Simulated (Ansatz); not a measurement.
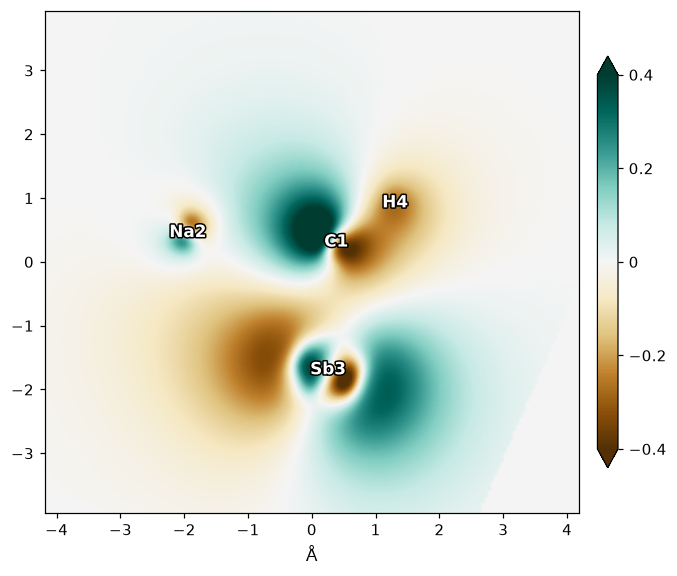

Figure 1: CHNaSb (doublet). One frontier orbital on the molecular plane (values in Å⁻³ᐟ²; the overall sign is arbitrary).

Geometry: BLYP-D3(BJ)/def2-SVP; core potentials replace the inner electrons of Sb.

Level of theory: Ansatz, isolated molecule in a Gaussian basis; Kohn-Sham density functional theory, functional PBE0.

The calculation's input:

```
basis:
  gaussian:
    orbitals: def2-TZVPD
crystal:
  periodic: [false, false, false]
  atoms:
    - {symbol: C, position_ang: [-0.575180, 0.358674, -0.078204]}
    - {symbol: Na, position_ang: [1.615673, -0.033133, 0.613426]}
    - {symbol: Sb, position_ang: [-1.259235, -0.431146, 1.630914]}
    - {symbol: H, position_ang: [-1.177288, 0.772546, -0.914885]}
total_charge: 0
magnetization:
  spin_polarized: true
  initial_magnetization: 1
hamiltonian:
  xc: {name: PBE0}
output: {forces: true, orbitals: {seedname: orbitals}}
```

Run with:

```sh
ansatz run input.yaml --threads 1 --pin off --max-ram 2610MiB --events-out events.jsonl --progress --plain --runs-dir runs
```

### Which orbital is it: HOMO (α) or LUMO (α)?

The HOMO (α), at −4.27 eV. By Hirshfeld shares it lies mainly on Sb3 (about 65 %), C1 (about 25 %) and Na2 (about 10 %); it is symmetric in the molecular plane (an in-plane orbital: σ, lone-pair or in-plane π type).
